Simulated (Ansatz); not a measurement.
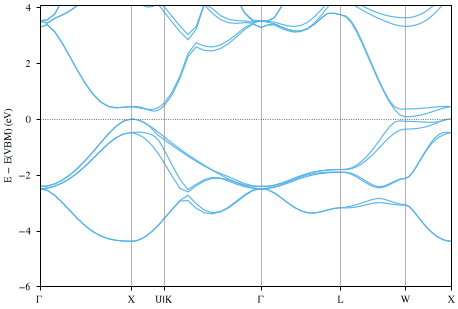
Fig. 1. Band structure from plane-wave PAW PBEsol with spin–orbit coupling (Ansatz code)

### Question
Read off the gap and where the band edges lie.

### Answer
About 0.1 eV (0.08 eV by a search for the band edges); maximum at X, minimum at W.

The material is HfC (zinc blende, F-43m).

The start of the workflow was typed in or built on a structure type; neither database checked (COD, Materials Project) lists it. It is not the phase usual at ambient conditions (space group No. 225). The cell was relaxed with PBEsol under the symmetry of its start; its stability against distortions is not shown here. No spin polarisation was allowed.

Potentials: the later of the program's two PAW sets.
